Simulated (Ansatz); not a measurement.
# Calculations on SiH₅OCl

### Relaxation

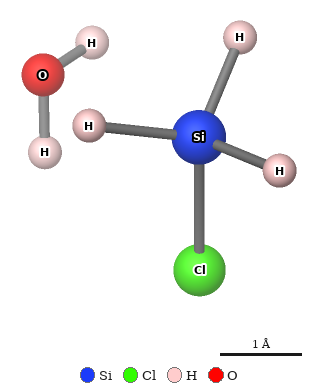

This is the input geometry for a relaxation of SiH5OCl. A ball-and-stick model, seen from a free direction.

The run prepares an end point of a later path (reaction) calculation, from a guessed geometry.

These are results of Ansatz 0.2.0, RKS PBE-D4/cc-pVDZ, not measurements.

The input:
```yaml
crystal:
  periodic: [false, false, false]
  atoms:
    - { symbol: Si, position_ang: [0.287703, 0.032439, -0.05001] }
    - { symbol: Cl, position_ang: [0.328648, -0.173685, 2.068066] }
    - { symbol: H, position_ang: [1.74846, 0.046193, -0.429583] }
    - { symbol: H, position_ang: [-0.338437, 1.339321, -0.427436] }
    - { symbol: H, position_ang: [-0.355613, -1.172938, -0.671101] }
    - { symbol: O, position_ang: [-2.500774, 0.032538, 0.678044] }
    - { symbol: H, position_ang: [-2.657634, -0.933959, 0.700857] }
    - { symbol: H, position_ang: [-2.169353, 0.200392, 1.598863] }
basis:
  gaussian: { orbitals: cc-pVDZ }
hamiltonian:
  xc: pbe
  dispersion: d4
relax:
  f_tol: 0.03
  max_steps: 50
```

Launched with:
```bash
ansatz run input.yaml --threads 1 --pin off --max-ram 2048MiB --backend cpu --events-out ev --progress --plain --runs-dir out
```

**What does the optimiser find from here?**

H7 moves most after the best rigid fit: 0.088 Å. Largest moves by element: H 0.088 Å, O 0.075 Å, Cl 0.047 Å, Si 0.032 Å. Among the contacts that change: O6–H8 0.993 → 0.980 Å, Si1–Cl2 2.128 → 2.123 Å. The energy falls by 0.72 kJ/mol in 5 accepted moves (6 points after the start). The largest force component goes from 0.53 to 0.019 eV/Å. The line search rejected the trial step at point 2 of the run.

Step by step:

```
step  E − E(0), kJ/mol  largest force component, eV/Å      note
   0              0.00                         0.5289          
   1             -0.06                         0.4844          
   2              3.25                         1.4437  rejected
   3             -0.34                         0.3683          
   4             -0.57                         0.0360          
   5             -0.69                         0.0311          
   6             -0.72                         0.0185
```

Final geometry:

```xyz
8

Si    0.3176    0.0334   -0.0625
Cl    0.3080   -0.2104    2.0467
H     1.7809    0.0520   -0.4250
H    -0.3155    1.3426   -0.4223
H    -0.3339   -1.1552   -0.7068
O    -2.5712    0.0101    0.6913
H    -2.6458   -0.9613    0.7840
H    -2.1972    0.2591    1.5624
```

The end point in the same view:

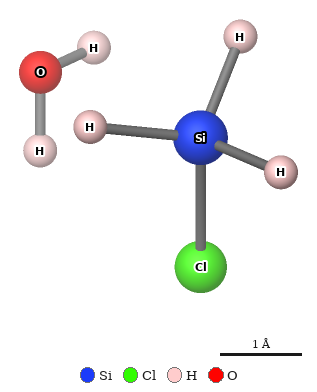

Limits of the set-up: the start holds two separate molecules, 2.6 Å apart at their closest, whose relative position is a soft coordinate.

### Relaxation

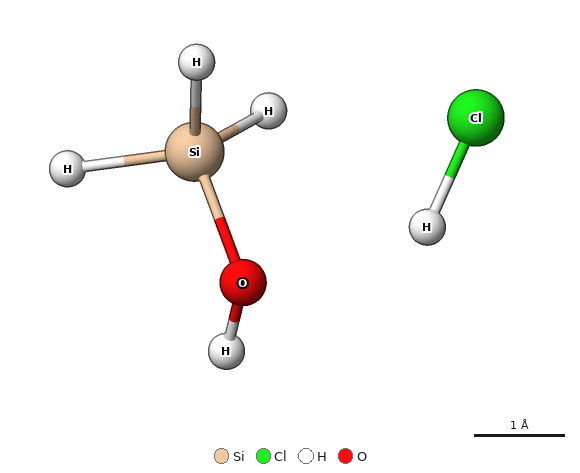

This is the input geometry for a relaxation of SiH$_{5}$OCl. Style: ball-and-stick. Shown at a tilt.

The run prepares an end point of a later path (reaction) calculation, from a guessed geometry.

Computed with Ansatz 0.2.0, RKS PBE-D4/cc-pVDZ.

Input file:
```yaml
crystal:
  periodic: [false, false, false]
  atoms:
    - { symbol: Si, position_ang: [-0.424771, -0.102404, -0.413837] }
    - { symbol: Cl, position_ang: [0.065972, 0.832888, 2.753009] }
    - { symbol: H, position_ang: [0.737772, -0.889078, 0.141324] }
    - { symbol: H, position_ang: [-0.153742, 1.372769, -0.387771] }
    - { symbol: H, position_ang: [-0.652284, -0.553975, -1.843635] }
    - { symbol: O, position_ang: [-1.862092, -0.340852, 0.460914] }
    - { symbol: H, position_ang: [-2.255321, -1.222385, 0.32052] }
    - { symbol: H, position_ang: [-1.112534, 0.273338, 2.437176] }
basis:
  gaussian: { orbitals: cc-pVDZ }
hamiltonian:
  xc: pbe
  dispersion: d4
relax:
  f_tol: 0.03
  max_steps: 50
```

Command:
```bash
ansatz run input.yaml --threads 1 --pin off --max-ram 2048MiB --backend cpu --events-out ev --progress --plain --runs-dir out
```

Q: What does the optimiser find from here?

A: The largest move after the best rigid fit is that of Cl2, 0.92 Å. Largest moves by element: Cl 0.92 Å, H 0.54 Å, O 0.37 Å, Si 0.21 Å. Near-neighbour distances that change, for instance: Si1–O6 1.699 → 1.731 Å, Si1–H5 1.517 → 1.510 Å, Cl2–H8 1.342 → 1.338 Å. Among the angles between lasting bonds that change: H4–Si1–O6 106.4° → 104.0°. The energy falls by 19.7 kJ/mol in 9 geometry steps. Largest force component: 0.71 eV/Å at the start, 0.023 eV/Å at the end.

The structure at the end:

```xyz
8

Si   -0.3548   -0.1346   -0.6095
Cl   -0.6097    0.7463    3.3681
H     0.8136   -1.0381   -0.3023
H     0.0571    1.3070   -0.6102
H    -0.9684   -0.5265   -1.9319
O    -1.5598   -0.2255    0.6303
H    -1.9409   -1.1190    0.7415
H    -1.0941    0.3608    2.1817
```

After the run, drawn alike:

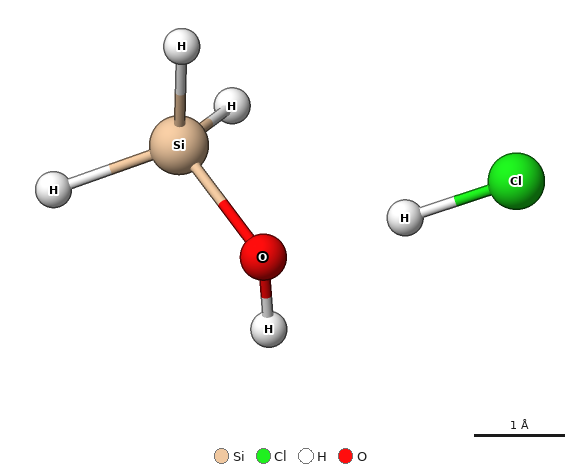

Limits of the set-up: the start holds two separate molecules, 2.2 Å apart at their closest, whose relative position is a soft coordinate.

### Path

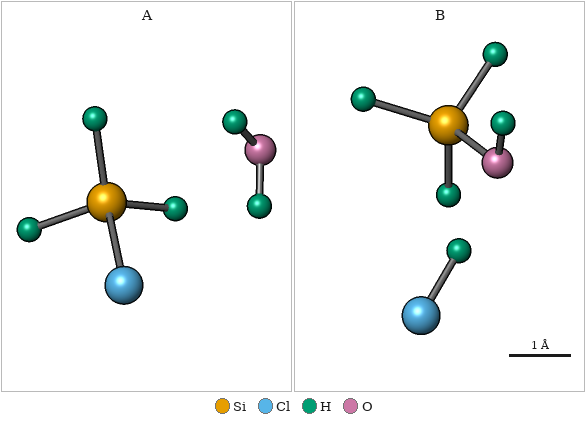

The two relaxed end points of a path for SiH5OCl, made up at the start of SiH3Cl and H$_{2}$O. The picture is a ball-and-stick view, seen from a free direction.

The calculation used Ansatz, RKS PBE-D4/cc-pVDZ.

Settings: 5 movable images; climbing image; force threshold 0.03 eV/Å; iteration limit 60.

Start:
```xyz
8

Si    0.3178    0.0332   -0.0622
Cl    0.3074   -0.2099    2.0471
H     1.7812    0.0517   -0.4242
H    -0.3152    1.3424   -0.4226
H    -0.3335   -1.1556   -0.7064
O    -2.5713    0.0103    0.6906
H    -2.6459   -0.9612    0.7836
H    -2.1975    0.2594    1.5618
```

End:
```xyz
8

Si   -0.2612   -0.0667   -0.5746
Cl   -0.9946    0.7162    3.3639
H     1.0027   -0.7812   -0.1646
H    -0.0806    1.4214   -0.5416
H    -0.6890   -0.5333   -1.9449
O    -1.5403   -0.3586    0.5551
H    -1.7857   -1.3018    0.6340
H    -1.3081    0.2743    2.1403
```

**Predict the minimum-energy path and its barrier.**

Forward barrier 67.8 kJ/mol, backward barrier 65.1 kJ/mol, with image 3 at the top; the reaction energy is +2.7 kJ/mol. Breaking: O6–H8 (0.98 → 1.04 at the top → 1.72 Å), Si1–Cl2 (2.12 → 2.47 at the top → 4.08 Å). Forming: Cl2–H8 (2.59 → 1.87 at the top → 1.34 Å), Si1–O6 (2.99 → 1.98 at the top → 1.73 Å). The band converged in 20 iterations. The largest component of the band force went from 5.9 to 0.024 eV/Å. The climbing image converged on the top of the path. Its vibrational analysis gives one imaginary mode (191i cm⁻¹), as a transition state must have.

Energies of the converged images:

```json
{"image": "0", "path (Å)": "0.00", "E (kJ/mol)": "0.0"}
{"image": "1", "path (Å)": "0.76", "E (kJ/mol)": "10.8"}
{"image": "2", "path (Å)": "1.53", "E (kJ/mol)": "49.6"}
{"image": "3", "path (Å)": "2.29", "E (kJ/mol)": "67.8"}
{"image": "4", "path (Å)": "3.01", "E (kJ/mol)": "31.6"}
{"image": "5", "path (Å)": "3.73", "E (kJ/mol)": "4.5"}
{"image": "6", "path (Å)": "4.46", "E (kJ/mol)": "2.7"}
```

The geometry at the top of the path:

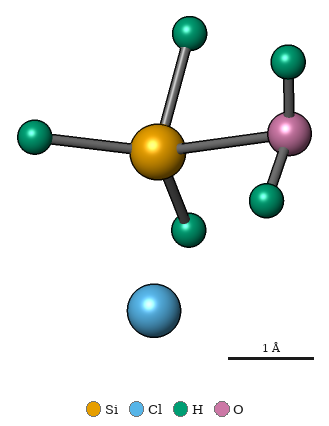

Limits of the set-up: the start holds two separate molecules, 2.6 Å apart at their closest, whose relative position is a soft coordinate.

Cost: 3.4 min on 1 thread of Arm Neoverse V1 (shared host), peak memory 0.12 GiB.
